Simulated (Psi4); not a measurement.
Run report: CH₃AlO (charge +1), single-point calculation (part 2 of 2)

CH₃AlO, charge +1, multiplicity 2; B2PLYP/cc-pVQZ, UKS (Psi4 1.11). The geometry is that of the parent species in another charge or spin state. The geometry comes from this level: PBE0-D4/def2-TZVP.

Geometry of the input (Å):
```
C  -0.4125  0.4982  -0.3154
Al 0.6967  -0.8414  0.5325
O  1.6117  -1.9463  1.2321
H  0.0652  1.4791  -0.2639
H  -1.3836  0.5609  0.1808
H  -0.5774  0.2494  -1.3661
```

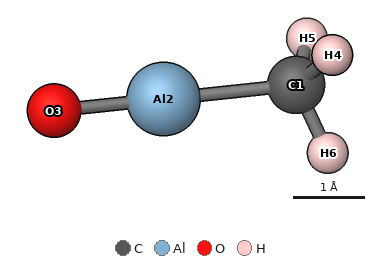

*The structure as given in the input (ball-and-stick view, seen at a tilt; atoms are numbered from 1 in the order of the input). Sticks mark near contacts.*

**What the program printed, continued**
```
     253A     12.249610   254A     12.270836   255A     12.271170
     256A     12.291919   257A     13.726876   258A     25.652162
     259A     40.742272

    Beta Occupied:

       1A    -57.378021     2A    -19.984204     3A    -10.848866
       4A     -4.763087     5A     -3.218867     6A     -3.218867
       7A     -3.211832     8A     -1.265005     9A     -1.024932
      10A     -0.701005    11A     -0.700980    12A     -0.642253
      13A     -0.642250    14A     -0.638570

    Beta Virtual:

      15A     -0.372367    16A     -0.217720    17A     -0.200333
      18A     -0.200332    19A     -0.096591    20A     -0.067792
      21A     -0.067784    22A     -0.046368    23A     -0.046362
      24A     -0.043458    25A     -0.007326    26A      0.007487
      27A      0.007495    28A      0.048884    29A      0.048900
      30A      0.074395    31A      0.103053    32A      0.103064
      33A      0.152499    34A      0.203259    35A      0.221406
      36A      0.221420    37A      0.263085    38A      0.265743
      39A      0.265748    40A      0.295573    41A      0.302142
      42A      0.302143    43A      0.311657    44A      0.342743
      45A      0.357538    46A      0.357559    47A      0.408205
      48A      0.428104    49A      0.428107    50A      0.444464
      51A      0.475377    52A      0.475404    53A      0.503490
      54A      0.503492    55A      0.513389    56A      0.548986
      57A      0.598003    58A      0.598007    59A      0.674374
      60A      0.735805    61A      0.752058    62A      0.752100
      63A      0.785105    64A      0.785158    65A      0.874225
      66A      0.874234    67A      0.888735    68A      0.912372
      69A      0.928774    70A      0.928796    71A      0.962018
      72A      1.061739    73A      1.061755    74A      1.087059
      75A      1.147483    76A      1.147518    77A      1.173422
      78A      1.173424    79A      1.218273    80A      1.273591
      81A      1.273603    82A      1.327278    83A      1.333234
      84A      1.336744    85A      1.336751    86A      1.343271
      87A      1.372509    88A      1.381936    89A      1.381938
      90A      1.436155    91A      1.436188    92A      1.489832
      93A      1.500991    94A      1.610908    95A      1.610921
      96A      1.697985    97A      1.705381    98A      1.750270
      99A      1.750290   100A      1.764716   101A      1.764732
     102A      1.824917   103A      1.824921   104A      1.832502
     105A      1.919863   106A      1.919873   107A      1.953589
     108A      2.027052   109A      2.027069   110A      2.057372
     111A      2.060629   112A      2.149131   113A      2.149154
     114A      2.279351   115A      2.279367   116A      2.281683
     117A      2.333179   118A      2.355222   119A      2.355244
     120A      2.477157   121A      2.477179   122A      2.531991
     123A      2.704287   124A      2.754364   125A      2.754378
     126A      2.769007   127A      2.769053   128A      2.774394
     129A      2.881346   130A      2.965693   131A      2.965719
     132A      3.037344   133A      3.045694   134A      3.045738
     135A      3.045749   136A      3.102268   137A      3.165067
     138A      3.207136   139A      3.284119   140A      3.284216
     141A      3.477181   142A      3.477219   143A      3.510461
     144A      3.617797   145A      3.617823   146A      3.659637
     147A      3.727734   148A      3.749544   149A      3.749574
     150A      3.887534   151A      3.887555   152A      3.957881
     153A      3.957886   154A      4.273057   155A      4.273058
     156A      4.346840   157A      4.543025   158A      5.113841
     159A      5.113876   160A      5.292649   161A      5.292674
     162A      5.293163   163A      5.333943   164A      5.447113
     165A      5.579111   166A      5.579158   167A      5.748254
     168A      5.748287   169A      5.837209   170A      5.895696
     171A      5.895703   172A      6.001652   173A      6.001703
     174A      6.013499   175A      6.036053   176A      6.062031
     177A      6.062140   178A      6.124939   179A      6.187030
     180A      6.187056   181A      6.422310   182A      6.495588
     183A      6.584873   184A      6.584947   185A      6.637071
     186A      6.745782   187A      6.745790   188A      6.916371
     189A      7.216335   190A      7.216370   191A      7.233674
     192A      7.286552   193A      7.286646   194A      7.389659
     195A      7.545597   196A      7.562583   197A      7.562593
     198A      7.663177   199A      7.669569   200A      7.669619
     201A      7.875112   202A      7.875156   203A      7.907207
     204A      8.023452   205A      8.023531   206A      8.209439
     207A      8.209470   208A      8.242459   209A      8.249133
     210A      8.365900   211A      8.489340   212A      8.489370
     213A      8.511600   214A      8.568117   215A      8.568211
     216A      8.787389   217A      8.827007   218A      8.827019
     219A      8.827196   220A      8.828126   221A      8.830969
     222A      8.830976   223A      8.863246   224A      8.863257
     225A      8.866538   226A      8.868707   227A      8.868714
     228A      8.987824   229A      8.987967   230A      9.708173
     231A      9.708238   232A      9.710681   233A      9.913615
     234A      9.913762   235A     10.091641   236A     10.155643
     237A     10.155693   238A     10.188803   239A     10.188918
     240A     10.416945   241A     10.533127   242A     10.774556
     243A     10.956600   244A     10.959684   245A     11.194707
     246A     11.194713   247A     11.510718   248A     11.510727
     249A     11.618590   250A     12.050908   251A     12.050912
     252A     12.267609   253A     12.267999   254A     12.333545
     255A     12.333552   256A     12.398480   257A     13.734652
     258A     25.653986   259A     40.766700

    Final Occupation by Irrep:
              A
    DOCC [    14 ]
    SOCC [     1 ]
    NA   [    15 ]
    NB   [    14 ]

  @DF-UKS Final Energy:  -356.91215491247146

   => Energetics <=

    Nuclear Repulsion Energy =             83.9095530979710844
    One-Electron Energy =                -652.6275186055519271
    Two-Electron Energy =                 227.8338066843741672
    DFT Exchange-Correlation Energy =     -16.0279960892647502
    Empirical Dispersion Energy =           0.0000000000000000
    VV10 Nonlocal Energy =                  0.0000000000000000
    Total Energy =                       -356.9121549124714647

  UHF NO Occupations:
  HONO-2 :   13  A 1.9990609
  HONO-1 :   14  A 1.9958090
  HONO-0 :   15  A 1.0000000
  LUNO+0 :   16  A 0.0041910
  LUNO+1 :   17  A 0.0009391
  LUNO+2 :   18  A 0.0009390
  LUNO+3 :   19  A 0.0008250

Computation Completed

Properties will be evaluated at   0.000000,   0.000000,   0.000000 [a0]

Properties computed using the SCF density matrix

 Multipole Moments:

 ------------------------------------------------------------------------------------
     Multipole            Electronic (a.u.)      Nuclear  (a.u.)        Total (a.u.)
 ------------------------------------------------------------------------------------

 L = 1.  Multiply by 2.5417464519 to convert [e a0] to [Debye]
 Dipole X            :          2.9389439           -3.6445458           -0.7056019
 Dipole Y            :         -3.5498079            4.4012802            0.8514724
 Dipole Z            :          2.2462238           -2.7858595           -0.5396358
 Magnitude           :                                                    1.2304820

 ------------------------------------------------------------------------------------

	total time  =         46 seconds =       0.77 minutes

   => Loading Basis Set <=

    Name: (CC-PVQZ AUX)
    Role: RIFIT
    Keyword: DF_BASIS_MP2

	 --------------------------------------------------------
	                          DF-MP2
	      2nd-Order Density-Fitted Moller-Plesset Theory
	              UMP2 Wavefunction,   1 Threads

	 --------------------------------------------------------

	 --------------------------------------------------------
	                 NBF =   259, NAUX =   587
	 --------------------------------------------------------
	   CLASS    FOCC     OCC    AOCC    AVIR     VIR    FVIR
	   ALPHA       0      15      15     244     244       0
	    BETA       0      14      14     245     245       0
	 --------------------------------------------------------

	-----------------------------------------------------------
	 ==================> DF-MP2 Energies <====================
	-----------------------------------------------------------
	 Reference Energy          =    -356.9121549124714647 [Eh]
	 Singles Energy            =      -0.0000000000000000 [Eh]
	 Same-Spin Energy          =      -0.1461038649595541 [Eh]
	 Opposite-Spin Energy      =      -0.5094992813439347 [Eh]
	 Correlation Energy        =      -0.6556031463034888 [Eh]
	 Total Energy              =    -357.5677580587749276 [Eh]
	-----------------------------------------------------------
	 ================> DF-SCS-MP2 Energies <==================
	-----------------------------------------------------------
	 SCS Same-Spin Scale       =       0.3333333333333333 [-]
	 SCS Opposite-Spin Scale   =       1.2000000000000000 [-]
	 SCS Same-Spin Energy      =      -0.0487012883198514 [Eh]
	 SCS Opposite-Spin Energy  =      -0.6113991376127217 [Eh]
	 SCS Correlation Energy    =      -0.6601004259325730 [Eh]
	 SCS Total Energy          =    -357.5722553384040339 [Eh]
	-----------------------------------------------------------

    B2PLYP Energy Summary
    ---------------------
    DFT Reference Energy                  =  -356.9121549124714647
    Scaled MP2 Correlation                =    -0.1770128495019420
    @Final double-hybrid DFT total energy =  -357.0891677619733855

	total time  =          1 seconds =       0.02 minutes
```

**Standard output**
```
total energy -357.08916776 hartree = -9716.89118 eV
B2PLYP DOUBLE-HYBRID CORRECTION ENERGY             -0.1770128495
B2PLYP TOTAL ENERGY                              -357.0891677620
CURRENT ENERGY                                   -357.0891677620
CURRENT REFERENCE ENERGY                         -356.9121549125
DD SOLVATION ENERGY                                 0.0000000000
DFT FUNCTIONAL TOTAL ENERGY                      -356.9121549125
DFT TOTAL ENERGY                                 -357.0891677620
DFT VV10 ENERGY                                     0.0000000000
DFT XC ENERGY                                     -16.0279960893
DOUBLE-HYBRID CORRECTION ENERGY                    -0.1770128495
GRID ELECTRONS ALPHA                               14.9999998586
GRID ELECTRONS BETA                                13.9999998625
GRID ELECTRONS TOTAL                               28.9999997211
NUCLEAR REPULSION ENERGY                           83.9095530980
ONE-ELECTRON ENERGY                              -652.6275186056
PCM POLARIZATION ENERGY                             0.0000000000
PE ENERGY                                           0.0000000000
SCF ITERATION ENERGY                             -356.9121549125
SCF ITERATIONS                                     12.0000000000
SCF TOTAL ENERGY                                 -356.9121549125
TWO-ELECTRON ENERGY                               227.8338066844
XC GRID RADIAL POINTS                              99.0000000000
XC GRID SPHERICAL POINTS                          590.0000000000
XC GRID TOTAL POINTS                           336517.0000000000
```

**Summary**

| quantity | value |
| --- | --- |
| outcome | converged |
| total energy | −357.089168 hartree |
| SCF energy | −356.912155 hartree |
| basis functions | 259 |
| ⟨S²⟩ | 0.764 |
| hardware | 1 thread of AMD EPYC (Zen 5), 16 GiB of memory available, shared host |
| wall time | 48 s |
| peak memory | 1.2 GiB |
